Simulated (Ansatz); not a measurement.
# CoSi2 (Fm-3m): the Drude term of Re ε in the infrared

Re ε of CoSi2 (Fm-3m) at low photon energies is read from one computed spectrum; the carriers' damping was typed as γ = 0.2 eV.

The structure is cubic, space group Fm-3m (No. 225). Conventional cell: a = 5.356 Å, b = 5.356 Å, c = 5.356 Å, α = 90.00°, β = 90.00°, γ = 90.00°. Co on site a is surrounded by 8 Si at 2.32 Å. Si on site c has 4 Co at 2.32 Å as nearest neighbours.

Method: Ansatz 0.2.0, PBE, independent particles, k-mesh 13×13×13 with interpolation inside its cells, Gaussian parameter 0.1 eV.

Launch of the response step: `ansatz run input.yaml --threads 2 --pin off --max-ram 5120MiB --backend cpu --events-out ev --progress --plain --runs-dir out`. The run took 35 s, on 2 threads of Arm Neoverse V2 (shared host).

```tsv
photon energy E (eV)	wavelength (µm)	Re ε
0.25	4.96	?
0.30	4.13	-264.1
0.35	3.54	-206.8
0.40	3.10	-165.1
0.50	2.48	-113.2
0.60	2.07	-92.5
0.70	1.77	-78.3
```

A Drude term over a constant background gives Re ε = ε_b − ωp²/(E² + γ²), linear in 1/(E² + γ²).

Working, on the rows shown:

| x = 1/(E² + γ²) (eV⁻²) | y = Re ε |
| --- | --- |
| 7.69231 | -264.1 |
| 6.15385 | -206.8 |
| 5 | -165.1 |
| 3.44828 | -113.2 |
| 2.5 | -92.5 |
| 1.88679 | -78.3 |

Means: x̄ = 4.4469, ȳ = -153.33. Σ(x − x̄)(y − ȳ) = -807.9, Σ(x − x̄)² = 25.09. Slope = -807.9 / 25.09 = -32.19; intercept = ȳ − slope · x̄ = -10.173. The line misses the rows shown by at most 8.

What does the fit predict for the withheld row, and how well does it do?

At x = 9.7561 the line gives y = -324.26. The run gave -342.8, so the extrapolation is off by 19, 7 % of the range in the table. Beyond its data the fit drifts from the curve.

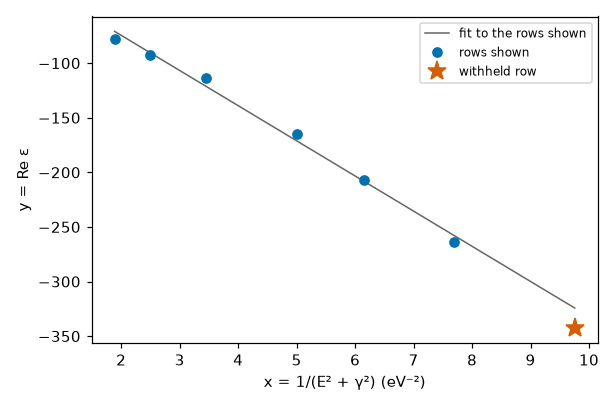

Refitted with all rows, the slope is -33.91 and the intercept -3.904. These give ωp = √(−slope) = 5.82 eV, against 6.31 eV from the program's Fermi-surface sum, and an intercept of -3.9. Taking the program's Drude term off the rows leaves 46 at the lowest energy and -3 at the highest, so the background isn't constant: interband transitions lie in or near the window, and neither fitted number can be trusted. The cell comes from an older database entry, whose edges can be off by a per cent or so. The values come from a sum over the points of one k-mesh and carry its error, which is largest for Fermi-surface quantities.

[Logs are printed without paths, hosts, clocks, repeated set-up lines and the standing remarks that a program may print on its own settings, such as how far it seeks lower states.]
